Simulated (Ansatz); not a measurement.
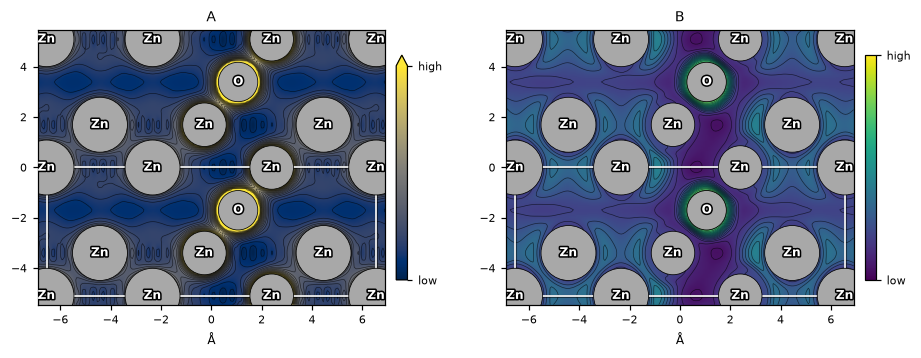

Zn$_{6}$O: 2 fields on the (110) plane of the conventional cell, with unlabelled colour scales. Grey discs cover the atomic cores.

Space group P-3m1; a generated structure, not necessarily the stable one.

Computed with DFT PBE, scalar-relativistic, plane waves, PAW (Ansatz 0.2.0).

Q: Match the panels to the quantities (electron localisation function and valence pseudo-density).

A: Panel A: valence pseudo-density. Panel B: electron localisation function. From the grid: Zn–O (2.16 Å): ρ is about 0.39 e/Å³ halfway; the ELF peaks at about 0.80 in the valence shell of O, 0.6 Å from its nucleus, and is about 0.15 at the midpoint (no shared electron pair shows on this line).
